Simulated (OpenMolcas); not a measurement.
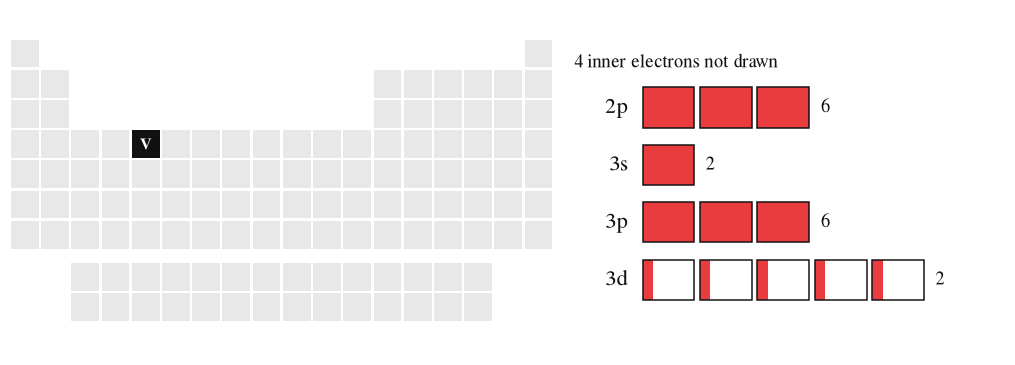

*Left, the place of vanadium in the periodic table; right, the outer shells of the leading configuration of the lowest level: a box for each of the 2l + 1 orbitals, shaded by the share of the shell that is filled, with the electron count at the right.*

## Multiconfigurational calculation for V³⁺ complex (part 1 of 2)

V³⁺ with 6 ligands (Br; octahedron, 2.55 Å), embedded in Cs2NaYBr6 by model potentials and point charges, whose field is part of the energies. Computed at this level: state-averaged CASSCF, active space 2 electrons in the shell 3d, basis ANO-RCC-VTZP on the metal and ANO-RCC-VDZP on the ligands, DKH2 scalar Hamiltonian, spin-orbit coupling by RASSI with atomic mean-field integrals (OpenMolcas).

**Summary**

| quantity | value |
| --- | --- |
| outcome | converged |
| energy of the lowest spin-free term | −16575.20267 hartree |
| energy of the lowest spin-orbit level | −16575.20330 hartree |
| largest spread among components of a term | 0.0 cm⁻¹ |
| hardware | 1 thread of Arm Neoverse V1, 24 GiB of memory available, shared host |
| wall time | 2.1 min |
| peak memory | 0.28 GiB |

**Notes**

Without dynamic correlation the splittings between terms come out too large, often by 20 to 50 %. To bear in mind: covalent bonds, ligand orbitals missing from the active space; the geometry is set by hand, with no relaxation.

**Input file**
```
&GATEWAY
Basis set
V.ANO-RCC-VTZP.
V1 0.0 0.0 0.0 Angstrom
End of basis
Basis set
Br.ANO-RCC-VDZP.
L1 2.550000 0.000000 0.000000 Angstrom
L2 0.000000 2.550000 0.000000 Angstrom
L3 0.000000 0.000000 2.550000 Angstrom
End of basis
Basis set
Na.EMB-AIMP.Al-Abdalla.7s4p.1s1p.ECP.Cs2NaYBr6.
PseudoCharge
* 3 symmetry-unique lattice sites within 7.6 angstrom
End of basis
Basis set
Cs.EMB-AIMP.Al-Abdalla.0s.0s.ECP.Cs2NaYBr6.
PseudoCharge
* 4 symmetry-unique lattice sites within 7.6 angstrom
End of basis
Basis set
Br.EMB-AIMP.Al-Abdalla.0s.0s.ECP.Cs2NaYBr6.
PseudoCharge
* 12 symmetry-unique lattice sites within 7.6 angstrom
End of basis
Symmetry
XYZ
AngMom=0.0 0.0 0.0
AMFI
RICD
XField
1570 Angstrom 0
* Evjen-weighted lattice charges
&SEWARD
&RASSCF
FileOrb=start.orb
Symmetry=1
Spin=3
nActEl=2 0 0
Inactive=57 60
Ras2=5 0
CIRoot=10 10 1
SDav=10
CIMx=300
Iter=150 100
PrWF=0.3
OrbListing=Nothing
MaxOrb=0
LevShft=1.0
>>> COPY $Project.JobIph JOB001
&RASSCF
FileOrb=start.orb
Symmetry=1
Spin=1
nActEl=2 0 0
Inactive=57 60
Ras2=5 0
CIRoot=15 15 1
SDav=15
CIMx=300
Iter=150 100
PrWF=0.3
OrbListing=Nothing
MaxOrb=0
LevShft=1.0
>>> COPY $Project.JobIph JOB002
&RASSI
NrOfJobIphs=2 10 15
1 2 3 4 5 6 7 8 9 10
1 2 3 4 5 6 7 8 9 10 11 12 13 14 15
IphNames
JOB001
JOB002
EJob
SpinOrbit
DIPRint=1.0
SOCoupling=1000.0
Subsets=2
Property=9
'ANGMOM' 1 'ANGMOM' 2 'ANGMOM' 3 'MLTPL  1' 1 'MLTPL  1' 2 'MLTPL  1' 3
'AMFI' 1 'AMFI' 2 'AMFI' 3
SOProperty=3
'ANGMOM' 1 'ANGMOM' 2 'ANGMOM' 3
```

The file start.orb holds starting orbitals from an earlier step. A driver script formed the levels outside the program, from RASSI's spin-orbit matrix and the active-space energies, averaged over the components of each term or state.

Launched with:
```bash
OMP_NUM_THREADS=1 MOLCAS_MEM=2457 MOLCAS_PROJECT=a pymolcas a.inp > a.log  # once for each step of the input, in one work folder
```

**The program's output (extracts)**
```
--- SEWARD ---
Basis set label: V.ANO-RCC...6S5P3D2F1G.

      Electronic valence basis set:
      ------------------
      Associated Effective Charge  23.000000 au
      Associated Actual Charge     23.000000 au
      Nuclear Model: Point charge

      Shell  nPrim  nBasis  Cartesian Spherical Contaminant
         s      21       6        X
         p      15       5        X
         d      10       3                 X
         f       6       2                 X
         g       4       1                 X
                  Relativistic Douglas-Kroll-Hess integrals:
                    - DKH order of Hamiltonian: 2
                    - DKH order of Properties : 0
                  Atomic mean-field integrals
--- RASSCF ---
Wave function specifications:
      -----------------------------

      Number of closed shell electrons         234
      Number of electrons in active shells       2
      Max number of holes in RAS1 space          0
      Max nr of electrons in RAS3 space          0
      Number of inactive orbitals              117
      Number of active orbitals                  5
      Number of secondary orbitals             123
      Spin quantum number                      1.0
      State symmetry                             1
Orbital specifications:
      -----------------------

      Symmetry species                           1   2
                                                ag  au
      Frozen orbitals                            0   0
      Inactive orbitals                         57  60
      Active orbitals                            5   0
      RAS1 orbitals                              0   0
      RAS2 orbitals                              5   0
      RAS3 orbitals                              0   0
      Secondary orbitals                        61  62
      Deleted orbitals                           0   0
      Number of basis functions                123 122
      Number of CSFs                            10
      Number of root(s) required                10
      Iter CI   SX   CI       RASSCF       Energy    max ROT     max BLB   max BLB  Level Ln srch  Step   QN
          iter iter root      energy       change     param      element    value   shift minimum  type update
 Nr of preliminary CI iterations:   1
      Total energies have been shifted. Add               -16000.00 au
        1   1   17    0  -574.49986541    0.00E+00  -1.04E-01*   4  71 2 -2.66E-01*  1.12   0.00    SX    NO
        2   1   17    0  -574.97550883   -4.76E-01* -6.91E-02   52  60 1  1.26E-01*  0.84   0.00    SX    NO
        3   1   16    0  -575.10461456   -1.29E-01* -4.43E-02   52  60 1  7.62E-02*  0.70   0.00    SX    NO
        4   1   16    0  -575.13715895   -3.25E-02*  2.34E-02   52  60 1  4.18E-02*  0.70   0.00    SX    NO
        5   1   15    0  -575.14621915   -9.06E-03*  2.63E-02   52  60 1  2.57E-02*  0.71   2.28    LS   YES
        6   1   15    0  -575.15038311   -4.16E-03*  7.94E-03   52  60 1  5.96E-03*  0.72   1.13    QN   YES
        7   1   14    0  -575.15113390   -7.51E-04*  5.45E-03   52  60 1  3.36E-03*  0.72   1.71    LS   YES
        8   1   13    0  -575.15128893   -1.55E-04*  9.64E-04    5  72 2 -2.80E-03*  0.72   1.03    QN   YES
        9   1   12    0  -575.15138243   -9.35E-05*  5.13E-04    5  82 2 -1.10E-03*  0.72   1.54    LS   YES
       10   1   12    0  -575.15139536   -1.29E-05* -6.91E-04    3  84 1 -2.40E-03*  0.72   1.01    QN   YES
       11   1   11    0  -575.15141070   -1.53E-05* -4.96E-04   52  60 1  5.96E-04*  0.72   1.72    LS   YES
       12   1   11    0  -575.15141397   -3.27E-06* -5.06E-04    3  84 1  1.00E-03*  0.72   1.00    QN   YES
       13   1   10    0  -575.15141676   -2.79E-06* -2.57E-04   13  58 1  2.34E-04*  0.72   1.34    QN   YES
       14   1    9    0  -575.15141750   -7.44E-07*  1.36E-04   13  58 1  1.03E-04*  0.72   1.38    QN   YES
       15   1    8    0  -575.15141766   -1.53E-07*  3.77E-05    5  82 2 -6.49E-05   0.72   1.31    QN   YES
       16   1    7    0  -575.15141768   -2.36E-08*  1.51E-05   10  63 1  2.33E-05   0.72   2.50    QN   YES
       17   1    7    0  -575.15141768   -5.43E-09   5.68E-06   55  63 2  8.77E-06   0.72   1.19    QN   YES
      Convergence after 17 iterations
       18   1    7    0  -575.15141768   -5.49E-10   5.68E-06    6  83 2  4.46E-06   0.72   1.19    QN   YES
      Natural orbitals and occupation numbers for root  1
      sym 1:   0.987727   0.012273   0.000000   0.987727   0.012273
      Natural orbitals and occupation numbers for root  2
      sym 1:   0.033205   0.966795   0.033205   0.966795   0.000000
      Natural orbitals and occupation numbers for root  3
      sym 1:   0.963979   0.963979   0.036021   0.036021   0.000000
::    RASSCF root number  1 Total energy: -16575.20267386
::    RASSCF root number  2 Total energy: -16575.20267386
::    RASSCF root number  3 Total energy: -16575.20267386
::    RASSCF root number  4 Total energy: -16575.16102443
::    RASSCF root number  5 Total energy: -16575.16102443
::    RASSCF root number  6 Total energy: -16575.16102443
::    RASSCF root number  7 Total energy: -16575.11249927
::    RASSCF root number  8 Total energy: -16575.10352757
::    RASSCF root number  9 Total energy: -16575.10352757
::    RASSCF root number 10 Total energy: -16575.10352757
--- RASSCF ---
Wave function specifications:
      -----------------------------

      Number of closed shell electrons         234
      Number of electrons in active shells       2
      Max number of holes in RAS1 space          0
      Max nr of electrons in RAS3 space          0
      Number of inactive orbitals              117
      Number of active orbitals                  5
      Number of secondary orbitals             123
      Spin quantum number                      0.0
      State symmetry                             1
Orbital specifications:
      -----------------------

      Symmetry species                           1   2
                                                ag  au
      Frozen orbitals                            0   0
      Inactive orbitals                         57  60
      Active orbitals                            5   0
      RAS1 orbitals                              0   0
      RAS2 orbitals                              5   0
      RAS3 orbitals                              0   0
      Secondary orbitals                        61  62
      Deleted orbitals                           0   0
      Number of basis functions                123 122
      Number of CSFs                            15
      Number of root(s) required                15
      Iter CI   SX   CI       RASSCF       Energy    max ROT     max BLB   max BLB  Level Ln srch  Step   QN
          iter iter root      energy       change     param      element    value   shift minimum  type update
 Nr of preliminary CI iterations:   1
      Total energies have been shifted. Add               -16000.00 au
        1   1   11    0  -575.08960387    0.00E+00  -1.33E-02   61  67 1 -7.57E-03*  0.70   0.00    SX    NO
        2   1   11    0  -575.09046226   -8.58E-04*  5.23E-03   50  60 1  6.50E-03*  0.69   0.00    SX    NO
        3   1   11    0  -575.09070425   -2.42E-04*  3.16E-03   50  60 1  3.80E-03*  0.70   0.00    SX    NO
        4   1   10    0  -575.09078647   -8.22E-05*  1.63E-03   50  60 1  2.77E-03*  0.69   0.00    SX    NO
        5   1   10    0  -575.09081758   -3.11E-05*  2.41E-03   50  60 1  1.82E-03*  0.69   2.50    LS   YES
        6   1    9    0  -575.09083747   -1.99E-05*  5.07E-04   47  73 2  6.72E-04*  0.69   1.14    QN   YES
        7   1    8    0  -575.09083907   -1.60E-06* -3.74E-04   50  60 1  2.51E-04*  0.69   1.42    QN   YES
        8   1    7    0  -575.09083963   -5.62E-07* -1.09E-04   53  61 1  9.31E-05   0.69   1.27    QN   YES
        9   1    7    0  -575.09083971   -7.57E-08*  4.85E-05   47  73 2 -4.80E-05   0.69   1.54    QN   YES
       10   1    6    0  -575.09083972   -1.63E-08*  3.15E-05   53  61 1  2.25E-05   0.69   1.46    QN   YES
       11   1    5    0  -575.09083973   -5.63E-09  -1.23E-05   49  63 1  9.02E-06   0.69   1.21    QN   YES
      Convergence after 11 iterations
       12   1    5    0  -575.09083973   -7.75E-10  -1.23E-05   49  63 1  6.76E-06   0.69   1.21    QN   YES
      Natural orbitals and occupation numbers for root  1
      sym 1:   0.095109   0.905098   0.904791   0.000000   0.095001
      Natural orbitals and occupation numbers for root  2
      sym 1:   0.905536   0.904404   0.000000   0.094831   0.095229
      Natural orbitals and occupation numbers for root  3
      sym 1:   0.904794   0.095115   0.905075   0.095016   0.000000
::    RASSCF root number  1 Total energy: -16575.14130676
::    RASSCF root number  2 Total energy: -16575.14130676
::    RASSCF root number  3 Total energy: -16575.14130676
::    RASSCF root number  4 Total energy: -16575.13878339
::    RASSCF root number  5 Total energy: -16575.13878339
::    RASSCF root number  6 Total energy: -16575.09290874
::    RASSCF root number  7 Total energy: -16575.09290874
::    RASSCF root number  8 Total energy: -16575.09290874
::    RASSCF root number  9 Total energy: -16575.08455723
::    RASSCF root number 10 Total energy: -16575.08099551
::    RASSCF root number 11 Total energy: -16575.08099551
::    RASSCF root number 12 Total energy: -16575.08099551
::    RASSCF root number 13 Total energy: -16575.04874988
::    RASSCF root number 14 Total energy: -16575.04874988
::    RASSCF root number 15 Total energy: -16574.95733914
```

(Continued in part 2.)
